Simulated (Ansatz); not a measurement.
# HF/STO-3G run of CF2 (SMILES F[C]F)

What is the electronic atomisation energy of CF2 at HF/STO-3G? 

The calculation is run with Ansatz 0.2.0.

31 further runs of the same task are left out: 31 set aside as unsound or not needed.

## Step 1: The structure to begin with

CF2 has 3 atoms, charge 0, and is taken as a singlet. As SMILES, `F[C]F`. The coordinates come from a PBE0-D4/def2-TZVP relaxation.

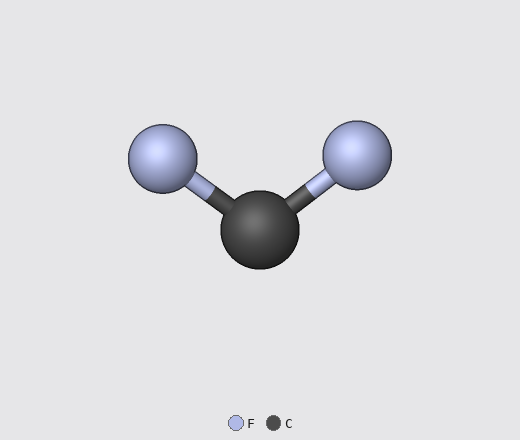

Viewed from a chosen angle; fluorine light blue, carbon dark grey.

## Step 2: The energy at HF/STO-3G

The input, input.yaml:

```yaml
crystal:
  periodic: [false, false, false]
  atoms:
    - {symbol: F, position_ang: [0.316310, 0.971410, 0.281600]}
    - {symbol: C, position_ang: [0.382340, -0.318520, 0.175150]}
    - {symbol: F, position_ang: [-0.698640, -0.652890, -0.456750]}
basis:
  gaussian:
    orbitals: STO-3G
hamiltonian:
  xc: hf
accuracy: high
output: {orbitals: {seedname: orbitals}}
```

Started as:

```
$ ansatz run input.yaml --threads 1 --pin off --max-ram 3480MiB --events-out events.jsonl --progress --plain --runs-dir runs
```

What it wrote:

```text
Warning: RAYON_NUM_THREADS=1 ignored (pool sized by the plan → 1); use --threads N
Functional definition: HF
  name "HF"
  exchange = exact_x
  correlation = 0
252 factors; integrals over basis functions are off by at most 4.1e-8 eV
mean field evaluation 1: about -6349.3049 eV, gradient 2.2e1 eV
mean field evaluation 2: about -6349.4178 eV, gradient 2.2e1 eV
mean field evaluation 4: about -6351.0859 eV, gradient 1.4e0 eV
mean field evaluation 8: about -6351.0993 eV, gradient 3.7e-2 eV
mean field -6351.09930508 eV, -233.3985945319 hartree, gradient 2.5e-8 eV, S^2 0.000000; 0 other end points of the search recorded, 0 dependent functions left out
reference -6351.09930508 eV, -233.3985945319 hartree; 12, 12 occupied and 3, 3 virtual orbitals, 252 factors
Total energy: -6351.09930508 eV, -233.3985945319 hartree
```

Run time: 0.06 s. Hardware: 1 thread of AMD EPYC 9R45 (Zen 5), shared host.

## Step 3: The C atom

The input, job.yaml:

```yaml
crystal:
  periodic: [false, false, false]
  atoms:
    - {symbol: C, position_ang: [0.000000, 0.000000, 0.000000]}
basis:
  gaussian: {orbitals: STO-3G}
accuracy: high
hamiltonian: {xc: hf}
magnetization: {spin_polarized: true, initial_magnetization: 2}
```

Run the same way, it converges to -37.19839 Eh (log not shown).

## Step 4: The F atom

The input, run.yaml:

```yaml
crystal:
  periodic: [false, false, false]
  atoms:
    - symbol: F
      position_ang: [0.000000, 0.000000, 0.000000]
basis:
  gaussian:
    orbitals: STO-3G
magnetization:
  spin_polarized: true
  initial_magnetization: 1
hamiltonian:
  xc: hf
accuracy: high
```

Started as:

```
$ ansatz run run.yaml --threads 1 --pin off --max-ram 3480MiB --events-out events.jsonl --progress --plain --runs-dir runs
```

What it wrote:

```text
Warning: RAYON_NUM_THREADS=1 ignored (pool sized by the plan → 1); use --threads N
Functional definition: HF
  name "HF"
  exchange = exact_x
  correlation = 0
15 factors; integrals over basis functions are off by at most 1.2e-9 eV
mean field evaluation 1: about -2666.3486 eV, gradient 1.8e-14 eV
mean field evaluation 2: about -2666.3486 eV, gradient 0.0e0 eV
mean field -2666.34863534 eV, -97.9865050328 hartree, gradient 0.0e0 eV, S^2 0.750000; 2 other end points of the search recorded, 0 dependent functions left out
reference -2666.34863534 eV, -97.9865050328 hartree; 5, 4 occupied and 0, 1 virtual orbitals, 15 factors
Total energy: -2666.34863534 eV, -97.9865050328 hartree
```

Wall time 0.04 s (1 thread of AMD EPYC 9R45 (Zen 5), shared host).

## Step 5: Outcome

Level: HF/STO-3G.

```
                     quantity          value
       molecule: total energy  -233.39859 Eh
        molecule: HOMO energy       -9.04 eV
        molecule: LUMO energy        6.82 eV
      molecule: HOMO–LUMO gap       15.86 eV
         C atom: total energy   -37.19839 Eh
                 C atom: ⟨S²⟩          2.000
         F atom: total energy   -97.98651 Eh
                 F atom: ⟨S²⟩          0.750
electronic atomisation energy       6.182 eV
```

Taking the molecule apart into free atoms costs 6.18 eV (596 kJ/mol), before zero-point energy and without spin-orbit coupling. Hartree–Fock lacks the correlation of the bonding pairs, which as a rule makes this value much too low; in minimal bases other errors can mask that. In a minimal basis such a difference can be off by several eV, whatever the method.
